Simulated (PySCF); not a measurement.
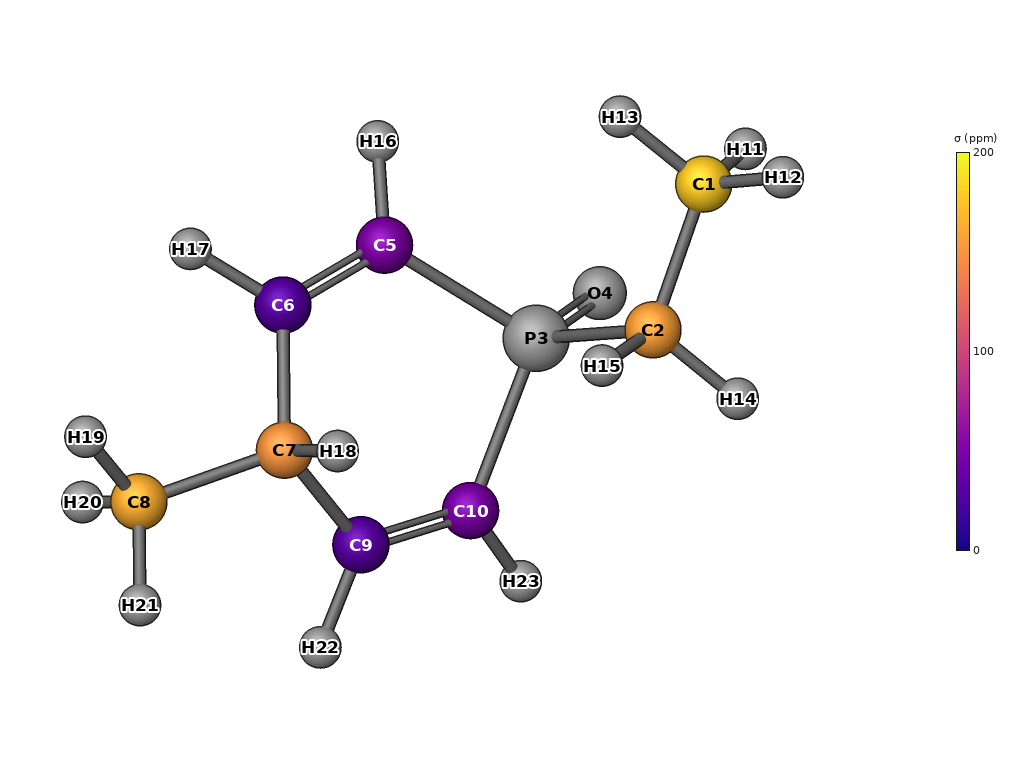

Atoms are coloured by their isotropic NMR shieldings (C only, the others grey). The computed structure is the end point of a GFN2-xTB optimisation. No frequency run is at hand to confirm it as a minimum. Method: GIAO PBE0/pcSseg-1 NMR shielding, non-relativistic, gas phase (PySCF 2.14.0).

Which C atom is the most shielded (lowest chemical shift)?

Answer. C1 (178.9 ppm).

Which C atom is the least shielded (highest chemical shift)?

Answer. C6 (31.6 ppm).

How wide is the range of C shifts?

Answer. 147.3 ppm.

List the isotropic NMR shieldings of the C atoms.

```json
{"atom": "C1", "σ (ppm)": "178.9"}
{"atom": "C2", "σ (ppm)": "156.9"}
{"atom": "C5", "σ (ppm)": "51.0"}
{"atom": "C6", "σ (ppm)": "31.6"}
{"atom": "C7", "σ (ppm)": "150.3"}
{"atom": "C8", "σ (ppm)": "164.2"}
{"atom": "C9", "σ (ppm)": "32.5"}
{"atom": "C10", "σ (ppm)": "48.8"}
```

The geometry is semi-empirical. Around P such bond lengths and angles can be off by a tenth of an ångström or more and by several degrees, and values that hang on the shape move with them.
